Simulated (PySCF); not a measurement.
# Run report: CH11NSi3, geometry relaxation

- system: CH11NSi3, SMILES [SiH3]NC([SiH3])[SiH3]
- method: PBE0-D3(BJ)/def2-SVP geometry optimisation, gas phase (PySCF 2.14.0)

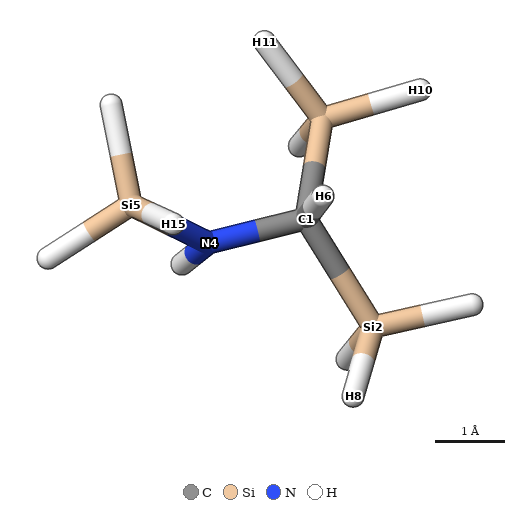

The structure as given in the input (stick view, seen at a tilt; atoms are numbered from 1 in the order of the input). Bond lengths as drawn: C–H 1.12 Å, C–N 1.46 Å, C–Si 1.88 to 1.90 Å, H–N 1.00 Å, H–Si 1.44 to 1.49 Å and N–Si 1.72 Å.

### Results in brief

- outcome: converged
- total energy: −967.119664 hartree
- dipole moment: 0.22 D
- point group: C1
- hardware: 1 CPU thread, shared host
- wall time: 2.3 min
- peak memory: 0.79 GiB

### Input
```
{"job": {"xc": "PBE0", "basis": "def2-SVP", "d3": "d3bj", "grid": 2, "kind": "geom", "shake": 0.01}, "charge": 0, "multiplicity": 1}
C      0.201020    -0.127286     0.457526
Si    -0.347795    -1.734666     1.304837
Si     1.956344    -0.059891    -0.204997
N     -0.750460     0.169381    -0.615656
Si    -1.412306     1.712314    -0.991254
H      0.066043     0.713245     1.178378
H      0.556515    -2.010101     2.436641
H     -1.710885    -1.608152     1.759750
H     -0.250338    -2.811348     0.346130
H      2.897373    -0.229857     0.934627
H      2.217383     1.216900    -0.857929
H      2.151068    -1.141498    -1.161673
H     -0.743287    -0.500925    -1.364246
H     -2.444437     1.461345    -1.988527
H     -1.964642     2.228382     0.273110
H     -0.433051     2.710843    -1.484572
```

The first line tells a small driver script what to run in PySCF; the rest is the geometry in Å.

Launched with:
```bash
OMP_NUM_THREADS=1 python <driver script> task.json out
```

### Output
```
step   0  E = -967.11306065  max force = 0.018554
step   1  E = -967.11918040  max force = 0.004461
step   2  E = -967.11950683  max force = 0.002200
step   3  E = -967.11955012  max force = 0.001919
step   4  E = -967.11958224  max force = 0.000837
step   5  E = -967.11960471  max force = 0.000538
step   6  E = -967.11962855  max force = 0.001060
step   7  E = -967.11964101  max force = 0.001185
step   8  E = -967.11964973  max force = 0.000766
step   9  E = -967.11965562  max force = 0.000475
step  10  E = -967.11966002  max force = 0.000495
step  11  E = -967.11966359  max force = 0.000395
optimisation converged
```

### Trajectory as extended XYZ (Å, eV, eV/Å), 12 frames, from step=0 to step=11
```
16
Properties=species:S:1:pos:R:3:forces:R:3 step=0 energy=-26316.48682
C     0.2010   -0.1273    0.4575   -0.6765   0.6539   0.0145
Si   -0.3478   -1.7347    1.3048    0.8409   0.9290   0.1520
Si    1.9563   -0.0599   -0.2050    0.0374  -0.0892   0.9541
N    -0.7505    0.1694   -0.6157    0.0171  -0.3350  -0.1709
Si   -1.4123    1.7123   -0.9912    0.3145  -0.0697   0.4483
H     0.0660    0.7133    1.1784    0.3162  -0.4289   0.1374
H     0.5565   -2.0101    2.4366    0.2021  -0.1931   0.3589
H    -1.7109   -1.6081    1.7597   -0.9509   0.0776   0.3355
H    -0.2503   -2.8114    0.3461    0.0409  -0.7614  -0.6837
H     2.8974   -0.2299    0.9346    0.2571  -0.0496   0.0553
H     2.2174    1.2169   -0.8579    0.0796   0.6234  -0.3407
H     2.1511   -1.1415   -1.1617    0.0941  -0.5478  -0.5208
H    -0.7433   -0.5009   -1.3642   -0.0038  -0.4101  -0.3499
H    -2.4444    1.4613   -1.9885   -0.4815   0.0155  -0.5113
H    -1.9646    2.2284    0.2731   -0.2422   0.3072   0.3030
H    -0.4330    2.7108   -1.4846    0.1551   0.2784  -0.1816
16
Properties=species:S:1:pos:R:3:forces:R:3 step=1 energy=-26316.65334
C     0.1719   -0.1209    0.3716    0.0297  -0.0620   0.1326
Si   -0.3701   -1.6819    1.3062   -0.0454  -0.0318  -0.0583
Si    1.9969   -0.1169   -0.1472    0.0601   0.0685  -0.2294
N    -0.7160    0.1290   -0.7651    0.0474  -0.0266   0.1630
Si   -1.4221    1.6710   -1.1187   -0.0161   0.1704  -0.1121
H     0.0646    0.7037    1.0989   -0.0415   0.0603   0.0244
H     0.5310   -1.9978    2.4602    0.0203   0.0524  -0.0379
H    -1.7675   -1.5325    1.8012   -0.0678   0.0206   0.0254
H    -0.3246   -2.8226    0.3433   -0.0059  -0.0696  -0.0216
H     2.9515   -0.3146    0.9884   -0.0711   0.0026   0.0444
H     2.2871    1.1865   -0.8207    0.0506  -0.0104   0.0060
H     2.2107   -1.2182   -1.1380    0.0053  -0.0040   0.0001
H    -0.7123   -0.5909   -1.4794    0.0168  -0.0181   0.0292
H    -2.4673    1.4572   -2.1645    0.0214  -0.0237   0.0132
H    -2.0323    2.2440    0.1249    0.0324  -0.0838  -0.0186
H    -0.4553    2.7041   -1.6325   -0.0361  -0.0447   0.0396
16
Properties=species:S:1:pos:R:3:forces:R:3 step=2 energy=-26316.66223
C     0.1872   -0.1128    0.3895    0.0742   0.0610   0.1131
Si   -0.3793   -1.6798    1.2998   -0.0186  -0.0057  -0.0189
Si    2.0087   -0.1179   -0.1574   -0.0025   0.0260  -0.0451
N    -0.7009    0.1500   -0.7393   -0.0366  -0.1054  -0.0767
Si   -1.4345    1.6718   -1.1276    0.0149   0.0515   0.0293
H     0.0872    0.7082    1.1250   -0.0042  -0.0088  -0.0029
H     0.5315   -2.0063    2.4411    0.0099   0.0017   0.0020
H    -1.7737   -1.5106    1.8083    0.0017   0.0113  -0.0062
H    -0.3565   -2.8197    0.3298   -0.0065   0.0013   0.0033
H     2.9467   -0.3413    0.9863   -0.0075  -0.0020   0.0213
H     2.3283    1.1867   -0.8149    0.0064  -0.0104   0.0045
H     2.2081   -1.2145   -1.1567   -0.0110   0.0049   0.0004
H    -0.6882   -0.5765   -1.4466   -0.0284  -0.0037  -0.0328
H    -2.4620    1.4141   -2.1796    0.0175  -0.0194  -0.0010
H    -2.0674    2.2275    0.1084   -0.0081  -0.0019   0.0062
H    -0.4889    2.7205   -1.6375   -0.0014  -0.0003   0.0035
16
Properties=species:S:1:pos:R:3:forces:R:3 step=3 energy=-26316.66341
C     0.1841   -0.1129    0.3827    0.0987  -0.0294   0.0128
Si   -0.3827   -1.6749    1.3001    0.0019  -0.0018   0.0037
Si    2.0053   -0.1112   -0.1671   -0.0134  -0.0094   0.0291
N    -0.7039    0.1317   -0.7515   -0.0578   0.0363  -0.0332
Si   -1.4251    1.6656   -1.1165   -0.0338  -0.0227  -0.0245
H     0.0768    0.7135    1.1114   -0.0113  -0.0131  -0.0169
H     0.5290   -1.9877    2.4446   -0.0015  -0.0138   0.0096
H    -1.7786   -1.4990    1.8045    0.0157   0.0053  -0.0086
H    -0.3587   -2.8245    0.3406   -0.0036   0.0171   0.0075
H     2.9344   -0.3241    0.9865    0.0105  -0.0006   0.0000
H     2.3274    1.1883   -0.8323   -0.0059  -0.0021   0.0017
H     2.2092   -1.2153   -1.1569   -0.0077   0.0049  -0.0007
H    -0.6908   -0.5910   -1.4633    0.0049   0.0053   0.0189
H    -2.4451    1.4245   -2.1786   -0.0022   0.0081  -0.0125
H    -2.0625    2.1984    0.1269   -0.0084   0.0085   0.0063
H    -0.4725    2.7181   -1.6024    0.0137   0.0077   0.0065
16
Properties=species:S:1:pos:R:3:forces:R:3 step=4 energy=-26316.66428
C     0.1892   -0.1121    0.3850    0.0431   0.0002  -0.0176
Si   -0.3809   -1.6734    1.3010   -0.0026   0.0005   0.0029
Si    2.0092   -0.1141   -0.1656   -0.0101  -0.0031   0.0139
N    -0.7023    0.1361   -0.7486   -0.0124   0.0025   0.0042
Si   -1.4316    1.6655   -1.1187   -0.0074  -0.0136   0.0028
H     0.0836    0.7128    1.1147   -0.0102   0.0022  -0.0074
H     0.5292   -1.9951    2.4449   -0.0032  -0.0061   0.0005
H    -1.7750   -1.4902    1.8056    0.0040   0.0027   0.0000
H    -0.3643   -2.8197    0.3387   -0.0014   0.0041   0.0011
H     2.9407   -0.3322    0.9856    0.0003  -0.0007  -0.0043
H     2.3327    1.1858   -0.8287    0.0002   0.0017   0.0003
H     2.2063   -1.2161   -1.1586   -0.0011   0.0007  -0.0018
H    -0.6871   -0.5865   -1.4602   -0.0004  -0.0003   0.0069
H    -2.4432    1.4186   -2.1879    0.0028   0.0018  -0.0048
H    -2.0799    2.1971    0.1203   -0.0065   0.0042  -0.0039
H    -0.4805    2.7228   -1.5990    0.0050   0.0030   0.0071
16
Properties=species:S:1:pos:R:3:forces:R:3 step=5 energy=-26316.66489
C     0.1955   -0.1105    0.3857   -0.0049   0.0148  -0.0277
Si   -0.3805   -1.6689    1.3029   -0.0038   0.0034   0.0052
Si    2.0132   -0.1163   -0.1675   -0.0029   0.0018   0.0038
N    -0.6998    0.1368   -0.7466    0.0155  -0.0115   0.0186
Si   -1.4374    1.6623   -1.1172    0.0072  -0.0074   0.0098
H     0.0897    0.7153    1.1141   -0.0005   0.0085   0.0015
H     0.5273   -1.9999    2.4463   -0.0024  -0.0016  -0.0028
H    -1.7723   -1.4743    1.8080   -0.0034   0.0000   0.0054
H    -0.3741   -2.8138    0.3396    0.0007  -0.0037  -0.0041
H     2.9466   -0.3383    0.9814   -0.0018  -0.0018  -0.0045
H     2.3394    1.1829   -0.8305    0.0022   0.0030  -0.0003
H     2.2034   -1.2179   -1.1624    0.0028  -0.0015  -0.0016
H    -0.6797   -0.5847   -1.4591   -0.0071  -0.0021  -0.0035
H    -2.4312    1.4130   -2.2025    0.0035  -0.0011   0.0005
H    -2.1076    2.1848    0.1144   -0.0055  -0.0002  -0.0081
H    -0.4864    2.7287   -1.5780    0.0003  -0.0006   0.0076
16
Properties=species:S:1:pos:R:3:forces:R:3 step=6 energy=-26316.66554
C     0.2045   -0.1072    0.3855   -0.0545   0.0151  -0.0252
Si   -0.3814   -1.6597    1.3071   -0.0018   0.0041   0.0044
Si    2.0191   -0.1193   -0.1730    0.0069   0.0035  -0.0046
N    -0.6955    0.1350   -0.7455    0.0424  -0.0146   0.0224
Si   -1.4450    1.6552   -1.1131    0.0128   0.0020   0.0095
H     0.0990    0.7215    1.1103    0.0118   0.0111   0.0046
H     0.5237   -2.0034    2.4491   -0.0002   0.0032  -0.0039
H    -1.7693   -1.4468    1.8152   -0.0065  -0.0029   0.0075
H    -0.3913   -2.8041    0.3438    0.0023  -0.0074  -0.0058
H     2.9551   -0.3465    0.9725   -0.0022  -0.0024  -0.0029
H     2.3499    1.1782   -0.8371    0.0014   0.0028   0.0000
H     2.1995   -1.2215   -1.1691    0.0050  -0.0024  -0.0004
H    -0.6670   -0.5836   -1.4605   -0.0120  -0.0032  -0.0080
H    -2.4042    1.4071   -2.2294    0.0020  -0.0028   0.0041
H    -2.1574    2.1558    0.1040   -0.0054  -0.0027  -0.0079
H    -0.4934    2.7388   -1.5312   -0.0019  -0.0036   0.0062
16
Properties=species:S:1:pos:R:3:forces:R:3 step=7 energy=-26316.66588
C     0.2092   -0.1048    0.3840   -0.0609   0.0027  -0.0085
Si   -0.3827   -1.6522    1.3113    0.0019   0.0026   0.0017
Si    2.0222   -0.1220   -0.1780    0.0104   0.0017  -0.0064
N    -0.6923    0.1326   -0.7463    0.0432  -0.0037   0.0081
Si   -1.4494    1.6500   -1.1096    0.0062   0.0054   0.0049
H     0.1055    0.7274    1.1053    0.0157   0.0079   0.0018
H     0.5225   -2.0020    2.4513    0.0016   0.0047  -0.0023
H    -1.7674   -1.4284    1.8237   -0.0045  -0.0036   0.0045
H    -0.4032   -2.7977    0.3491    0.0019  -0.0049  -0.0030
H     2.9599   -0.3522    0.9654   -0.0011  -0.0015  -0.0003
H     2.3563    1.1740   -0.8436   -0.0003   0.0014   0.0005
H     2.1970   -1.2253   -1.1740    0.0034  -0.0013   0.0005
H    -0.6580   -0.5831   -1.4640   -0.0125  -0.0028  -0.0039
H    -2.3792    1.4063   -2.2513    0.0003  -0.0023   0.0030
H    -2.1973    2.1303    0.0943   -0.0045  -0.0026  -0.0048
H    -0.4968    2.7465   -1.4891   -0.0008  -0.0037   0.0041
16
Properties=species:S:1:pos:R:3:forces:R:3 step=8 energy=-26316.66612
C     0.2107   -0.1031    0.3819   -0.0394  -0.0111   0.0096
Si   -0.3837   -1.6462    1.3156    0.0053   0.0003  -0.0007
Si    2.0235   -0.1253   -0.1821    0.0084  -0.0012  -0.0049
N    -0.6897    0.1312   -0.7487    0.0292   0.0117  -0.0120
Si   -1.4524    1.6466   -1.1072   -0.0040   0.0034   0.0009
H     0.1109    0.7329    1.0996    0.0122   0.0027  -0.0018
H     0.5242   -1.9965    2.4532    0.0022   0.0044   0.0000
H    -1.7659   -1.4170    1.8333   -0.0013  -0.0030  -0.0004
H    -0.4105   -2.7939    0.3559    0.0007  -0.0006   0.0011
H     2.9619   -0.3574    0.9602    0.0001   0.0001   0.0019
H     2.3601    1.1694   -0.8491   -0.0016  -0.0004   0.0010
H     2.1952   -1.2300   -1.1773    0.0004   0.0004   0.0010
H    -0.6521   -0.5821   -1.4686   -0.0104  -0.0030   0.0035
H    -2.3555    1.4091   -2.2712   -0.0002  -0.0008  -0.0001
H    -2.2323    2.1080    0.0836   -0.0029  -0.0009  -0.0007
H    -0.4984    2.7535   -1.4505    0.0011  -0.0018   0.0018
16
Properties=species:S:1:pos:R:3:forces:R:3 step=9 energy=-26316.66628
C     0.2102   -0.1024    0.3799   -0.0103  -0.0155   0.0176
Si   -0.3839   -1.6422    1.3191    0.0056  -0.0008  -0.0014
Si    2.0236   -0.1291   -0.1843    0.0025  -0.0030  -0.0023
N    -0.6876    0.1317   -0.7519    0.0139   0.0212  -0.0244
Si   -1.4544    1.6458   -1.1065   -0.0097  -0.0024  -0.0002
H     0.1150    0.7368    1.0947    0.0049  -0.0023  -0.0031
H     0.5277   -1.9883    2.4549    0.0013   0.0028   0.0016
H    -1.7647   -1.4130    1.8407    0.0011  -0.0018  -0.0042
H    -0.4124   -2.7930    0.3627   -0.0002   0.0021   0.0034
H     2.9616   -0.3623    0.9580    0.0008   0.0013   0.0025
H     2.3620    1.1647   -0.8522   -0.0013  -0.0012   0.0008
H     2.1939   -1.2350   -1.1785   -0.0016   0.0012   0.0008
H    -0.6497   -0.5806   -1.4728   -0.0079  -0.0036   0.0092
H    -2.3377    1.4135   -2.2865    0.0004   0.0006  -0.0026
H    -2.2580    2.0930    0.0739   -0.0011   0.0009   0.0020
H    -0.4995    2.7597   -1.4224    0.0018   0.0005   0.0003
16
Properties=species:S:1:pos:R:3:forces:R:3 step=10 energy=-26316.66640
C     0.2093   -0.1021    0.3780    0.0122  -0.0105   0.0143
Si   -0.3836   -1.6394    1.3216    0.0035  -0.0012  -0.0004
Si    2.0236   -0.1333   -0.1852   -0.0032  -0.0028  -0.0007
N    -0.6851    0.1338   -0.7555    0.0048   0.0214  -0.0254
Si   -1.4564    1.6463   -1.1069   -0.0103  -0.0070   0.0014
H     0.1185    0.7395    1.0906   -0.0023  -0.0046  -0.0009
H     0.5309   -1.9789    2.4572   -0.0004   0.0010   0.0021
H    -1.7644   -1.4123    1.8446    0.0013  -0.0003  -0.0051
H    -0.4107   -2.7936    0.3693   -0.0003   0.0022   0.0032
H     2.9604   -0.3672    0.9580    0.0008   0.0016   0.0016
H     2.3641    1.1597   -0.8536   -0.0003  -0.0012   0.0005
H     2.1928   -1.2402   -1.1783   -0.0021   0.0011   0.0004
H    -0.6494   -0.5790   -1.4759   -0.0063  -0.0047   0.0104
H    -2.3249    1.4176   -2.2985    0.0012   0.0013  -0.0033
H    -2.2772    2.0828    0.0659    0.0003   0.0018   0.0023
H    -0.5017    2.7657   -1.4029    0.0014   0.0018  -0.0003
16
Properties=species:S:1:pos:R:3:forces:R:3 step=11 energy=-26316.66649
C     0.2096   -0.1017    0.3764    0.0203  -0.0008   0.0048
Si   -0.3833   -1.6365    1.3235    0.0001  -0.0009   0.0010
Si    2.0246   -0.1375   -0.1854   -0.0067  -0.0011  -0.0004
N    -0.6816    0.1368   -0.7590    0.0042   0.0142  -0.0173
Si   -1.4589    1.6468   -1.1074   -0.0067  -0.0080   0.0033
H     0.1221    0.7415    1.0874   -0.0063  -0.0045   0.0021
H     0.5313   -1.9692    2.4609   -0.0021  -0.0005   0.0019
H    -1.7652   -1.4111    1.8442    0.0003   0.0009  -0.0039
H    -0.4075   -2.7942    0.3756    0.0004   0.0008   0.0015
H     2.9600   -0.3723    0.9589    0.0005   0.0010   0.0002
H     2.3678    1.1544   -0.8543    0.0006  -0.0005   0.0000
H     2.1920   -1.2455   -1.1776   -0.0012   0.0003   0.0002
H    -0.6499   -0.5779   -1.4776   -0.0058  -0.0051   0.0081
H    -2.3152    1.4200   -2.3082    0.0012   0.0012  -0.0022
H    -2.2934    2.0739    0.0593    0.0008   0.0016   0.0013
H    -0.5062    2.7718   -1.3879    0.0003   0.0014  -0.0003
```

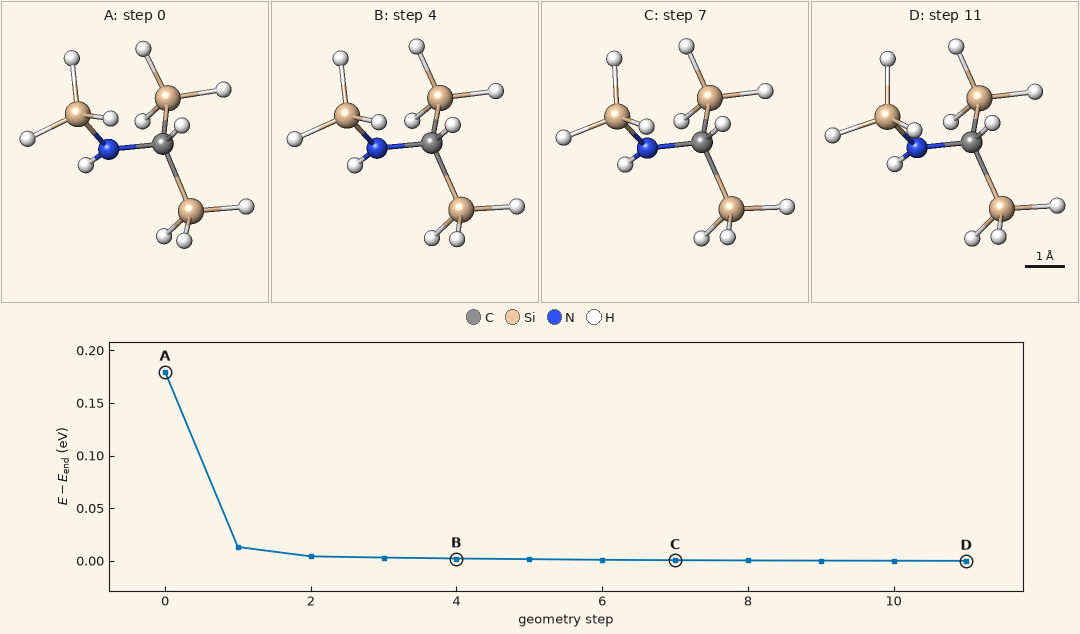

Frames of the relaxation (ball-and-stick view, seen at a tilt) above the curves, on which the letters mark them (steps are counted from 0).

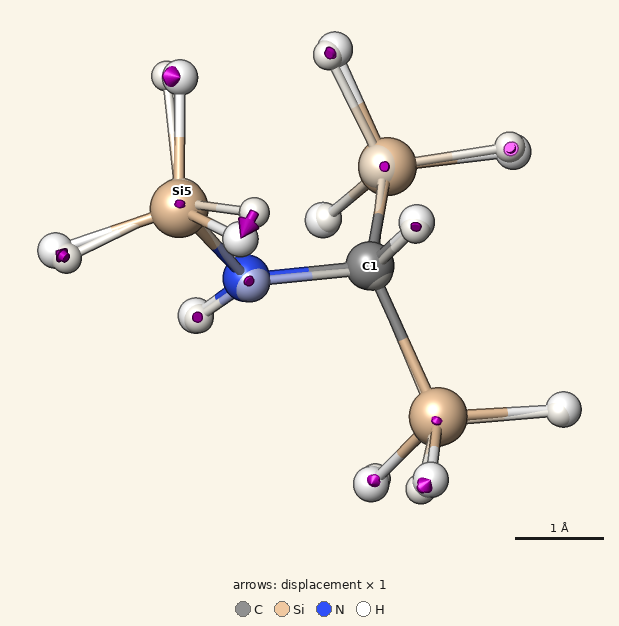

Start (faint) and end (solid) with the displacements as pink arrows, at true length (ball-and-stick view, seen at a tilt). The two geometries are laid on each other by the best rigid fit. H15 moves most after the best rigid fit: 0.36 Å. Largest moves by element: H 0.36 Å, N 0.09 Å, Si 0.08 Å, C 0.06 Å. Among the contacts that change: Si2–H9 1.445 → 1.496 Å, Si2–H8 1.443 → 1.494 Å, Si3–H12 1.457 → 1.497 Å, Si3–H11 1.458 → 1.495 Å. Among the angles that change: N4–C1–H6 104.0° → 109.0°, N4–Si5–H15 105.7° → 110.0°, C1–Si3–H10 108.5° → 112.0°. Over 11 geometry steps the energy falls by 0.180 eV. The largest force component goes from 0.95 to 0.02 eV/Å. (Atoms are counted from 1 in the order of the input.)
